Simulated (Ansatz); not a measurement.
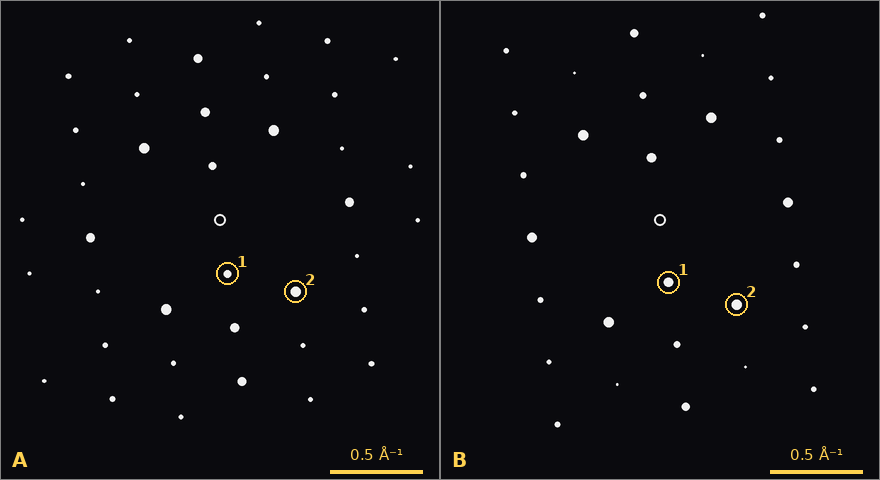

Kinematic electron diffraction patterns (200 kV, B = 0.5 Å², same scale) along [011] of the run's own cell, for the start and the end of one relaxation of B3C with DFT PBE, scalar-relativistic, plane waves, PAW in Ansatz. k mesh 12×12×10. The start is a generated model structure, and the relaxation ends in the nearest stationary point of its symmetry, not necessarily the ground state. Spot 1 is -1 0 0 and spot 2 is -1 -1 1 in both.

Start structure:

```
B C
1.0
     3.90703    0.00000    0.00000
    -1.95351    3.38359    0.00000
     0.00000    0.00000    4.04920
B C
6 2
Direct
  0.37037 0.37037 0.25000
  0.00000 0.37037 0.75000
  0.62963 0.00000 0.25000
  0.62963 0.62963 0.75000
  0.00000 0.62963 0.25000
  0.37037 0.00000 0.75000
  0.00000 0.00000 0.00000
  0.00000 0.00000 0.50000
```

> Which pattern belongs to the start structure, and which to the relaxed one?

A is the start: its cell gives d(1) = 3.384 Å, d(2) = 1.759 Å and an angle of 38.7°. B is the relaxed structure, with d(1) = 2.922 Å (-13.6 %), d(2) = 1.607 Å (-8.7 %) and 34.4°.

> Name reflections whose intensity changes strongly on relaxation.

2 -2 2 goes from 0.63 to 8.6 % of the strongest spot; 2 0 0 goes from 61 to 17 % of the strongest spot; 1 0 0 goes from 30 to 71 % of the strongest spot.

> What did the relaxation do to the structure and the energy?

The volume changed by -3.1 % to 6.49 Å³ an atom; with the mean shift removed, the atoms moved by up to 0.12 Å relative to the cell (B most); the space group stayed P6_3/mcm (No. 193); the free energy fell by 780 meV an atom. Relaxed cell: a = 3.374 Å, b = 3.374 Å, c = 5.262 Å, α = 90.00°, β = 90.00°, γ = 120.00°.
